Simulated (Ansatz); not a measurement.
# C4H2F2Ti: a spread of methods and bases

How do the results and run time of C4H2F2Ti respond when the settings are drawn wide?

Method: the settings change from run to run; program: Ansatz 0.2.0, Gaussian basis.

## Step 1: The relaxed structure

The geometry comes from an earlier relaxation with PBE0-D4 in a triple-zeta def2 set; it is a stationary point, not always the lowest conformer.

SMILES `C#[C][Ti]([F])([F])[C]#C`, 9 atoms, charge 0, spin multiplicity 1.

Atoms are counted from 1 here; the program's logs count them from 0.

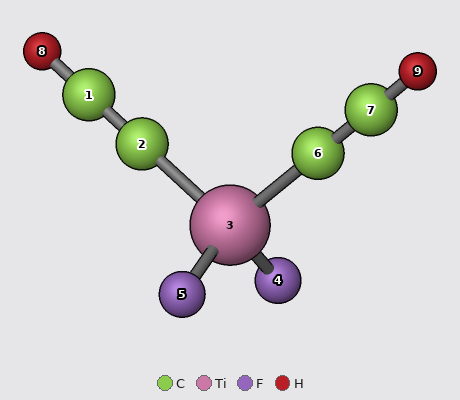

The geometry (carbon green, titanium pink, fluorine purple, hydrogen red); atoms are numbered from 1 in the order of the file.

## Step 2: BLYP/ANO-RCC-VTZP

This run has D3(BJ) dispersion.

in.yaml

```yaml
crystal:
  periodic: [false, false, false]
  atoms:
    - {symbol: C, position_ang: [0.784480, -2.583850, 0.437667]}
    - {symbol: C, position_ang: [0.599696, -1.507788, -0.094627]}
    - {symbol: Ti, position_ang: [0.293679, 0.271656, -0.972112]}
    - {symbol: F, position_ang: [-0.704693, 0.064705, -2.379391]}
    - {symbol: F, position_ang: [1.821916, 0.994781, -1.374094]}
    - {symbol: C, position_ang: [-0.662334, 1.417697, 0.370525]}
    - {symbol: C, position_ang: [-1.240613, 2.109807, 1.184139]}
    - {symbol: H, position_ang: [0.944980, -3.528071, 0.908861]}
    - {symbol: H, position_ang: [-1.748710, 2.714862, 1.901834]}
basis:
  gaussian: {orbitals: ANO-RCC-VTZP}
hamiltonian: {xc: {name: BLYP}, dispersion: d3bj}
```

Started as:

```sh
$ ansatz run in.yaml --threads 4 --pin off --events-out ev --progress --plain --max-ram 11315MiB
```

Standard output:

```text
Functional definition: BLYP
  name "BLYP"
  cite "Becke, Phys. Rev. A 38, 3098 (1988) doi:10.1103/PhysRevA.38.3098"
  cite "Lee, Yang & Parr, Phys. Rev. B 37, 785 (1988) doi:10.1103/PhysRevB.37.785"
  parameter beta = 0.0042
  parameter a = 0.04918
  parameter b = 0.132
  parameter c = 0.2533
  parameter d = 0.349
  exchange = b88_x(beta = beta)
  correlation = lyp_c(a = a, b = b, c = c, d = d)
1875 factors; their error is unknown
mean field evaluation 1: about -32841.1620 eV, gradient 9.5e1 eV
mean field evaluation 2: about -32238.3507 eV, gradient 5.6e2 eV
mean field evaluation 4: about -32840.0319 eV, gradient 9.5e1 eV
mean field evaluation 8: about -32860.1219 eV, gradient 2.3e-1 eV
mean field -32860.12209356 eV, -1207.5872135474 hartree, gradient 1.6e-5 eV, S^2 0.000000; 0 other end points of the search recorded, 0 dependent functions left out
reference -32860.12255620 eV, -1207.5872305492 hartree; 33, 33 occupied and 234, 234 virtual orbitals, 1875 factors
Total energy: -32860.57732662 eV, -1207.6039430541 hartree
Relativity: scalar
```

Run time: 8 s. Hardware: 4 threads of Intel Xeon Platinum 8488C, shared host; peak memory 0.61 GiB.

## Step 3: SPW92/def2-SVP

in.yaml: that of step 2 with these lines changed.

```diff
@@ -13,3 +13,4 @@
 basis:
-  gaussian: {orbitals: ANO-RCC-VTZP}
-hamiltonian: {xc: {name: BLYP}, dispersion: d3bj}
+  gaussian: {orbitals: def2-SVP}
+hamiltonian: {xc: {name: SPW92}}
+output: {forces: true}
```

The command is unchanged.

Standard output, shortened:

```text
Functional definition: SPW92
  name "SPW92"
  cite "Dirac, Proc. Camb. Phil. Soc. 26, 376 (1930) doi:10.1017/S0305004100016108"
  cite "Slater, Phys. Rev. 81, 385 (1951) doi:10.1103/PhysRev.81.385"
  cite "Perdew & Wang, Phys. Rev. B 45, 13244 (1992) doi:10.1103/PhysRevB.45.13244"
[...]
1424 factors; their error is unknown
[...]
mean field -32590.97368050 eV, -1197.6961918030 hartree, gradient 2.2e-5 eV, S^2 0.000000; 0 other end points of the search recorded, 0 dependent functions left out
[...]
reference -32590.97377523 eV, -1197.6961952844 hartree; 33, 33 occupied and 92, 92 virtual orbitals, 1424 factors
Total energy: -32590.97377523 eV, -1197.6961952844 hartree
Atom 0 at     0.784480    -2.583850     0.437667 Å, force     0.180765    -1.056024     0.523494 eV/Å
Atom 1 at     0.599696    -1.507788    -0.094627 Å, force    -0.355702     2.082352    -1.033938 eV/Å
Atom 2 at     0.293679     0.271656    -0.972112 Å, force     0.109786     0.106829    -0.374590 eV/Å
Atom 3 at    -0.704693     0.064705    -2.379391 Å, force     0.426193     0.087540     0.605964 eV/Å
Atom 4 at     1.821916     0.994781    -1.374094 Å, force    -0.655208    -0.310505     0.175664 eV/Å
Atom 5 at    -0.662334     1.417697     0.370525 Å, force     1.119784    -1.337264    -1.577855 eV/Å
Atom 6 at    -1.240613     2.109807     1.184139 Å, force    -0.567776     0.678661     0.799496 eV/Å
Atom 7 at     0.944980    -3.528071     0.908861 Å, force     0.118606    -0.699414     0.349646 eV/Å
Atom 8 at    -1.748710     2.714862     1.901834 Å, force    -0.376448     0.447825     0.532120 eV/Å
Dipole moment:    -0.106309    -0.103693     0.363520 e Å
```

It took 1.1 s on 4 threads of Intel Xeon Platinum 8488C, shared host.

Largest force 2.352 eV/Å, dipole 1.89 D.

## Step 4: r2SCAN0/x2c-TZVPPall

Set apart from the defaults: a point charge of 1.00 e beside it.

in.yaml: that of step 3 with these lines changed.

```diff
@@ -13,4 +13,4 @@
 basis:
-  gaussian: {orbitals: def2-SVP}
-hamiltonian: {xc: {name: SPW92}}
+  gaussian: {orbitals: x2c-TZVPPall, point_charges: [{charge: 1.00, position_ang: [6.671, -0.916, 0.134]}]}
+hamiltonian: {xc: {name: r2SCAN0}}
 output: {forces: true}
```

Launched as before.

Standard output, shortened:

```text
Functional definition: r2SCAN0
  name "r2SCAN0"
  cite "Bursch, Neugebauer, Ehlert & Grimme, J. Chem. Phys. 156, 134105 (2022) doi:10.1063/5.0086040"
  cite "Furness, Kaplan, Ning, Perdew & Sun, J. Phys. Chem. Lett. 11, 8208 (2020) doi:10.1021/acs.jpclett.0c02405"
  cite "Furness, Kaplan, Ning, Perdew & Sun, J. Phys. Chem. Lett. 11, 9248 (2020) doi:10.1021/acs.jpclett.0c03077"
  parent r2scan
[...]
1663 factors; their error is unknown
[...]
mean field -32851.19361298 eV, -1207.2590979383 hartree, gradient 8.2e-5 eV, S^2 0.000000; 0 other end points of the search recorded, 0 dependent functions left out
[...]
reference -32851.19362588 eV, -1207.2590984124 hartree; 33, 33 occupied and 245, 245 virtual orbitals, 1663 factors
Total energy: -32851.19362588 eV, -1207.2590984124 hartree
Relativity: scalar
Atom 0 at     0.784480    -2.583850     0.437667 Å, force     0.016176     0.256515    -0.121632 eV/Å
Atom 1 at     0.599696    -1.507788    -0.094627 Å, force     0.218055    -0.462382     0.225903 eV/Å
Atom 2 at     0.293679     0.271656    -0.972112 Å, force    -0.761065     0.171228    -0.172728 eV/Å
Atom 3 at    -0.704693     0.064705    -2.379391 Å, force     0.278134     0.032981     0.315303 eV/Å
Atom 4 at     1.821916     0.994781    -1.374094 Å, force     0.223705    -0.024131     0.013948 eV/Å
Atom 5 at    -0.662334     1.417697     0.370525 Å, force    -0.042395     0.120820     0.152135 eV/Å
Atom 6 at    -1.240613     2.109807     1.184139 Å, force     0.153176    -0.166685    -0.189620 eV/Å
Atom 7 at     0.944980    -3.528071     0.908861 Å, force    -0.102138     0.145406    -0.080651 eV/Å
Atom 8 at    -1.748710     2.714862     1.901834 Å, force     0.062772    -0.097434    -0.123990 eV/Å
Dipole moment:    -0.317748    -0.047732     0.430634 e Å
```

Run time: 9 s. Hardware: 4 threads of Intel Xeon Platinum 8488C, shared host; peak memory 0.98 GiB.

Largest force 0.799 eV/Å, dipole 2.58 D.

## Step 5: wB97/cc-pVDZ

This run has the search for lower states set to full.

in.yaml: that of step 4 with these lines changed.

```diff
@@ -13,4 +13,4 @@
 basis:
-  gaussian: {orbitals: x2c-TZVPPall, point_charges: [{charge: 1.00, position_ang: [6.671, -0.916, 0.134]}]}
-hamiltonian: {xc: {name: r2SCAN0}}
-output: {forces: true}
+  gaussian: {orbitals: cc-pVDZ}
+hamiltonian: {xc: {name: wB97}}
+scf: {lower_state_search: full}
```

Same command.

Standard output, shortened:

```text
Functional definition: wB97
  name "wB97"
  cite "Chai & Head-Gordon, J. Chem. Phys. 128, 084106 (2008) doi:10.1063/1.2834918"
  cite "Becke, J. Chem. Phys. 107, 8554 (1997) doi:10.1063/1.475007"
[...]
  # The coefficients of nought are those of the uniform gas.
[...]
      + integral(e_c_pw_opposite_spin*poly(b97_u_opposite, 1, cos1, cos2, cos3, cos4))
1573 factors; their error is unknown
450 factors; integrals over basis functions are off by at most 4.7e-5 eV
[...]
mean field -32728.99189794 eV, -1202.7682677417 hartree, gradient 4.4e-5 eV, S^2 0.000000; 3 other end points of the search recorded, 0 dependent functions left out
reference -32728.99187718 eV, -1202.7682669787 hartree; 33, 33 occupied and 104, 104 virtual orbitals, 1573 factors
Total energy: -32728.99187718 eV, -1202.7682669787 hartree
```

Run time: 9 s. Hardware: 4 threads of Intel Xeon Platinum 8488C, shared host.

## Step 6: r2SCAN50/aug-cc-pVDZ

Set apart from the defaults: D3(BJ) dispersion, high accuracy.

in.yaml: that of step 5 with these lines changed.

```diff
@@ -13,4 +13,4 @@
 basis:
-  gaussian: {orbitals: cc-pVDZ}
-hamiltonian: {xc: {name: wB97}}
-scf: {lower_state_search: full}
+  gaussian: {orbitals: aug-cc-pVDZ}
+hamiltonian: {xc: {name: r2SCAN50}, dispersion: d3bj}
+accuracy: high
```

Launched as before.

Standard output, shortened:

```text
Warning: the engine holds no damping parameters fitted to this dispersion correction and functional, so the run takes those fitted to r2scan50 beside the three-body term, which d3bj leaves out (hamiltonian.dispersion, under Limitations)
Functional definition: r2SCAN50
  name "r2SCAN50"
  cite "Bursch, Neugebauer, Ehlert & Grimme, J. Chem. Phys. 156, 134105 (2022) doi:10.1063/5.0086040"
  cite "Furness, Kaplan, Ning, Perdew & Sun, J. Phys. Chem. Lett. 11, 8208 (2020) doi:10.1021/acs.jpclett.0c02405"
  cite "Furness, Kaplan, Ning, Perdew & Sun, J. Phys. Chem. Lett. 11, 9248 (2020) doi:10.1021/acs.jpclett.0c03077"
  parent r2scan
[...]
4088 factors; integrals over basis functions are off by at most 2.9e-9 eV
[...]
mean field -32721.09788227 eV, -1202.4781680168 hartree, gradient 8.3e-8 eV, S^2 0.000000; 0 other end points of the search recorded, 0 dependent functions left out
reference -32721.09788590 eV, -1202.4781681501 hartree; 33, 33 occupied and 182, 182 virtual orbitals, 4088 factors
Total energy: -32721.17918863 eV, -1202.4811559705 hartree
```

It took 28 s on 4 threads of Intel Xeon Platinum 8488C, shared host; peak memory 1.7 GiB.

## Step 7: r2SCAN50/cc-pVDZ

Set apart from the defaults: D3(BJ) with three-body dispersion.

in.yaml: that of step 6 with these lines changed.

```diff
@@ -13,4 +13,4 @@
 basis:
-  gaussian: {orbitals: aug-cc-pVDZ}
-hamiltonian: {xc: {name: r2SCAN50}, dispersion: d3bj}
-accuracy: high
+  gaussian: {orbitals: cc-pVDZ}
+hamiltonian: {xc: {name: r2SCAN50}, dispersion: d3bjatm}
+output: {forces: true}
```

Same command.

Standard output, shortened:

```text
Functional definition: r2SCAN50
  name "r2SCAN50"
  cite "Bursch, Neugebauer, Ehlert & Grimme, J. Chem. Phys. 156, 134105 (2022) doi:10.1063/5.0086040"
  cite "Furness, Kaplan, Ning, Perdew & Sun, J. Phys. Chem. Lett. 11, 8208 (2020) doi:10.1021/acs.jpclett.0c02405"
  cite "Furness, Kaplan, Ning, Perdew & Sun, J. Phys. Chem. Lett. 11, 9248 (2020) doi:10.1021/acs.jpclett.0c03077"
  parent r2scan
[...]
1331 factors; integrals over basis functions are off by at most 1.0e-3 eV
[...]
mean field -32720.37277143 eV, -1202.4515206846 hartree, gradient 8.1e-5 eV, S^2 0.000000; 0 other end points of the search recorded, 0 dependent functions left out
[...]
reference -32720.37278986 eV, -1202.4515213621 hartree; 33, 33 occupied and 104, 104 virtual orbitals, 1331 factors
Total energy: -32720.45404708 eV, -1202.4545075099 hartree
Atom 0 at     0.784480    -2.583850     0.437667 Å, force    -0.006979     0.044183    -0.023738 eV/Å
Atom 1 at     0.599696    -1.507788    -0.094627 Å, force    -0.067303     0.375281    -0.177508 eV/Å
Atom 2 at     0.293679     0.271656    -0.972112 Å, force     0.023295     0.022524    -0.079080 eV/Å
Atom 3 at    -0.704693     0.064705    -2.379391 Å, force     0.305350     0.062054     0.438406 eV/Å
Atom 4 at     1.821916     0.994781    -1.374094 Å, force    -0.471716    -0.223957     0.129196 eV/Å
Atom 5 at    -0.662334     1.417697     0.370525 Å, force     0.200463    -0.245864    -0.276173 eV/Å
Atom 6 at    -1.240613     2.109807     1.184139 Å, force     0.023953    -0.027345    -0.035085 eV/Å
Atom 7 at     0.944980    -3.528071     0.908861 Å, force     0.004146    -0.021290     0.009185 eV/Å
Atom 8 at    -1.748710     2.714862     1.901834 Å, force    -0.011210     0.014414     0.014797 eV/Å
Dipole moment:    -0.138008    -0.134578     0.471785 e Å
```

Wall time 6 s (4 threads of Intel Xeon Platinum 8488C, shared host).

Largest force 0.538 eV/Å, dipole 2.45 D.

## Step 8: wPBEh/x2c-TZVPPall

This run has multiplicity 3, atoms shaken by 0.15 Å.

in.yaml

```yaml
crystal:
  periodic: [false, false, false]
  atoms:
    - {symbol: C, position_ang: [1.078035, -2.547886, 0.576390]}
    - {symbol: C, position_ang: [0.222230, -1.462168, -0.011642]}
    - {symbol: Ti, position_ang: [0.163841, 0.261847, -1.104371]}
    - {symbol: F, position_ang: [-0.669439, 0.028767, -2.627961]}
    - {symbol: F, position_ang: [1.900653, 0.934828, -1.307825]}
    - {symbol: C, position_ang: [-0.546050, 1.433191, 0.266945]}
    - {symbol: C, position_ang: [-1.414125, 1.891918, 1.109949]}
    - {symbol: H, position_ang: [0.820995, -3.750164, 1.089744]}
    - {symbol: H, position_ang: [-1.595385, 2.712083, 1.843386]}
basis:
  gaussian: {orbitals: x2c-TZVPPall}
magnetization: {spin_polarized: true, initial_magnetization: 2}
hamiltonian: {xc: {name: wPBEh}}
```

Same command.

Standard output, shortened:

```text
Functional definition: wPBEh
  name "wPBEh"
  cite "Heyd, Scuseria & Ernzerhof, J. Chem. Phys. 118, 8207 (2003) doi:10.1063/1.1564060"
  cite "Krukau, Vydrov, Izmaylov & Scuseria, J. Chem. Phys. 125, 224106 (2006) doi:10.1063/1.2404663"
  cite "Heyd & Scuseria, J. Chem. Phys. 120, 7274 (2004) doi:10.1063/1.1668634"
  cite "Ernzerhof & Perdew, J. Chem. Phys. 109, 3313 (1998) doi:10.1063/1.476928"
  cite "Perdew, Burke & Ernzerhof, Phys. Rev. Lett. 77, 3865 (1996) doi:10.1103/PhysRevLett.77.3865"
  parent pbe
[...]
1663 factors; their error is unknown
119 factors; integrals over basis functions are off by at most 3.7e-7 eV
[...]
mean field -32838.93226707 eV, -1206.8085017870 hartree, gradient 9.0e-6 eV, S^2 2.020887; 12 other end points of the search recorded, 0 dependent functions left out
reference -32838.93232548 eV, -1206.8085039337 hartree; 34, 32 occupied and 244, 246 virtual orbitals, 1663 factors
Total energy: -32838.93232548 eV, -1206.8085039337 hartree
Relativity: scalar
```

Wall time 85 s (4 threads of Intel Xeon Platinum 8488C, shared host); peak memory 1.7 GiB.

⟨S²⟩ 2.021.

## Step 9: r2SCAN0/cc-pVTZ

in.yaml

```yaml
crystal:
  periodic: [false, false, false]
  atoms:
    - {symbol: C, position_ang: [0.784480, -2.583850, 0.437667]}
    - {symbol: C, position_ang: [0.599696, -1.507788, -0.094627]}
    - {symbol: Ti, position_ang: [0.293679, 0.271656, -0.972112]}
    - {symbol: F, position_ang: [-0.704693, 0.064705, -2.379391]}
    - {symbol: F, position_ang: [1.821916, 0.994781, -1.374094]}
    - {symbol: C, position_ang: [-0.662334, 1.417697, 0.370525]}
    - {symbol: C, position_ang: [-1.240613, 2.109807, 1.184139]}
    - {symbol: H, position_ang: [0.944980, -3.528071, 0.908861]}
    - {symbol: H, position_ang: [-1.748710, 2.714862, 1.901834]}
basis:
  gaussian: {orbitals: cc-pVTZ}
hamiltonian: {xc: {name: r2SCAN0}}
output: {forces: true}
```

Same command.

Standard output, shortened:

```text
Functional definition: r2SCAN0
  name "r2SCAN0"
  cite "Bursch, Neugebauer, Ehlert & Grimme, J. Chem. Phys. 156, 134105 (2022) doi:10.1063/5.0086040"
  cite "Furness, Kaplan, Ning, Perdew & Sun, J. Phys. Chem. Lett. 11, 8208 (2020) doi:10.1021/acs.jpclett.0c02405"
  cite "Furness, Kaplan, Ning, Perdew & Sun, J. Phys. Chem. Lett. 11, 9248 (2020) doi:10.1021/acs.jpclett.0c03077"
  parent r2scan
[...]
1693 factors; their error is unknown
[...]
mean field -32726.00689292 eV, -1202.6585708305 hartree, gradient 1.9e-5 eV, S^2 0.000000; 0 other end points of the search recorded, 0 dependent functions left out
[...]
reference -32726.00691202 eV, -1202.6585715326 hartree; 33, 33 occupied and 243, 243 virtual orbitals, 1693 factors
Total energy: -32726.00691202 eV, -1202.6585715326 hartree
Atom 0 at     0.784480    -2.583850     0.437667 Å, force    -0.039442     0.228935    -0.113074 eV/Å
Atom 1 at     0.599696    -1.507788    -0.094627 Å, force     0.076821    -0.419722     0.196006 eV/Å
Atom 2 at     0.293679     0.271656    -0.972112 Å, force     0.032670     0.031660    -0.111084 eV/Å
Atom 3 at    -0.704693     0.064705    -2.379391 Å, force     0.090557     0.020822     0.114930 eV/Å
Atom 4 at     1.821916     0.994781    -1.374094 Å, force    -0.132054    -0.061090     0.026326 eV/Å
Atom 5 at    -0.662334     1.417697     0.370525 Å, force    -0.223645     0.276265     0.306791 eV/Å
Atom 6 at    -1.240613     2.109807     1.184139 Å, force     0.122937    -0.147305    -0.172878 eV/Å
Atom 7 at     0.944980    -3.528071     0.908861 Å, force    -0.033391     0.196126    -0.097874 eV/Å
Atom 8 at    -1.748710     2.714862     1.901834 Å, force     0.105547    -0.125691    -0.149144 eV/Å
Dipole moment:    -0.119461    -0.116500     0.408417 e Å
```

It took 12 s on 4 threads of Intel Xeon Platinum 8488C, shared host; peak memory 1 GiB.

Largest force 0.470 eV/Å, dipole 2.12 D.

## Step 10: B2PLYP/6-31G

Set apart from the defaults: charge -1, multiplicity 2, coordinates scaled by 0.92.

in.yaml

```yaml
crystal:
  periodic: [false, false, false]
  atoms:
    - {symbol: C, position_ang: [0.721721, -2.377142, 0.402653]}
    - {symbol: C, position_ang: [0.551720, -1.387165, -0.087057]}
    - {symbol: Ti, position_ang: [0.270185, 0.249923, -0.894343]}
    - {symbol: F, position_ang: [-0.648318, 0.059529, -2.189040]}
    - {symbol: F, position_ang: [1.676162, 0.915198, -1.264167]}
    - {symbol: C, position_ang: [-0.609348, 1.304281, 0.340883]}
    - {symbol: C, position_ang: [-1.141364, 1.941023, 1.089408]}
    - {symbol: H, position_ang: [0.869382, -3.245825, 0.836152]}
    - {symbol: H, position_ang: [-1.608813, 2.497673, 1.749687]}
basis:
  gaussian: {orbitals: 6-31G}
total_charge: -1
magnetization: {spin_polarized: true, initial_magnetization: 1}
hamiltonian: {xc: {name: B2PLYP}}
output: {forces: true}
```

Same command.

Standard output, shortened:

```text
Functional definition: B2PLYP
  name "B2PLYP"
  cite "Grimme, J. Chem. Phys. 124, 034108 (2006) doi:10.1063/1.2148954"
  cite "Becke, Phys. Rev. A 38, 3098 (1988) doi:10.1103/PhysRevA.38.3098"
  cite "Lee, Yang & Parr, Phys. Rev. B 37, 785 (1988) doi:10.1103/PhysRevB.37.785"
[...]
1125 factors; integrals over basis functions are off by at most 2.5e-4 eV
[...]
mean field -32698.23582880 eV, -1201.6380030479 hartree, gradient 7.1e-6 eV, S^2 0.763438; 2 other end points of the search recorded, 0 dependent functions left out
11 core orbitals not correlated: weight in the atoms' cores, before any rotation towards them, 1.000 or more for the frozen orbitals, at most 0.000 for the correlated occupied ones
reference -32698.23602085 eV, -1201.6380101057 hartree; 23, 22 occupied and 53, 54 virtual orbitals, 1125 factors
second order -28.01822646 eV of doubles, -0.00000000 eV of singles
[...]
Total energy: -32705.80094199 eV, -1201.9160158300 hartree
Atom 0 at     0.721721    -2.377142     0.402653 Å, force     2.086282   -11.617586     5.516394 eV/Å
Atom 1 at     0.551720    -1.387165    -0.087057 Å, force    -1.941619    10.305126    -4.668609 eV/Å
Atom 2 at     0.270185     0.249923    -0.894343 Å, force    -1.301387    -1.266981     4.440831 eV/Å
Atom 3 at    -0.648318     0.059529    -2.189040 Å, force    -6.593450    -1.435244    -8.862962 eV/Å
Atom 4 at     1.676162     0.915198    -1.264167 Å, force     9.866824     4.624045    -2.313841 eV/Å
Atom 5 at    -0.609348     1.304281     0.340883 Å, force     5.467921    -6.862461    -7.400359 eV/Å
Atom 6 at    -1.141364     1.941023     1.089408 Å, force    -6.206029     7.598234     8.573396 eV/Å
Atom 7 at     0.869382    -3.245825     0.836152 Å, force     0.628549    -3.726220     1.871737 eV/Å
Atom 8 at    -1.608813     2.497673     1.749687 Å, force    -2.007090     2.381087     2.843414 eV/Å
Dipole moment:     0.038139     0.037079    -0.129923 e Å
```

Wall time 11 s (4 threads of Intel Xeon Platinum 8488C, shared host).

Largest force 13.029 eV/Å, ⟨S²⟩ 0.763.

## Step 11: The runs in one table

```tsv
level	charge	multiplicity	geometry	functions	energy (eV)	time
BLYP/ANO-RCC-VTZP	0	1	relaxed	267	-32860.577	8 s
SPW92/def2-SVP	0	1	relaxed	125	-32590.974	1.1 s
r2SCAN0/x2c-TZVPPall	0	1	relaxed, point charge	278	-32851.194	9 s
wB97/cc-pVDZ	0	1	relaxed	137	-32728.992	9 s
r2SCAN50/aug-cc-pVDZ	0	1	relaxed	215	-32721.179	28 s
r2SCAN50/cc-pVDZ	0	1	relaxed	137	-32720.454	6 s
wPBEh/x2c-TZVPPall	0	3	shaken	278	-32838.932	85 s
r2SCAN0/cc-pVTZ	0	1	relaxed	276	-32726.007	12 s
B2PLYP/6-31G	-1	2	scaled	87	-32705.801	11 s
```

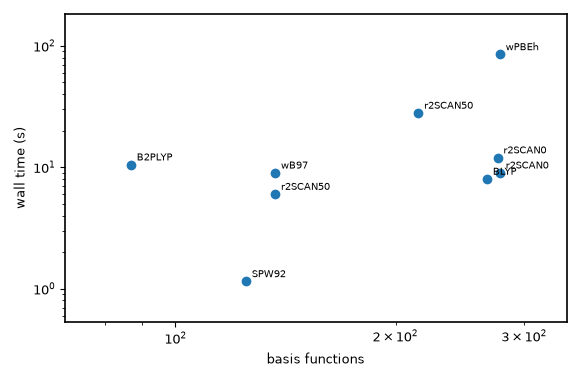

Wall time against the number of basis functions (shared host).

## Step 12: Summary of results

```
                                         quantity                     value
                                             runs                         9
                                         quickest     SPW92/def2-SVP, 1.1 s
                                          slowest  wPBEh/x2c-TZVPPall, 85 s
spread of total energies, same state and geometry                  269.6 eV
                  dipole, same state and geometry            1.89 to 2.45 D
```

Run time spans a factor of 74, from SPW92/def2-SVP to wPBEh/x2c-TZVPPall. The jobs differ in tasks and options as well as level. Total energies at one charge and spin differ by 270 eV between levels, so only differences within one level mean anything. Some of these runs are scalar-relativistic and others not, which shifts the totals of all-electron atoms past neon by several eV an atom and more; core potentials, where a basis has them, take the core out of the total altogether. At the PBE0-D4/def2-TZVP geometry and in the same state, the sound runs without point charges leave forces up to 2.35 eV/Å (SPW92/def2-SVP). At that geometry and state the dipole changes by 30 % between the lowest and highest value.
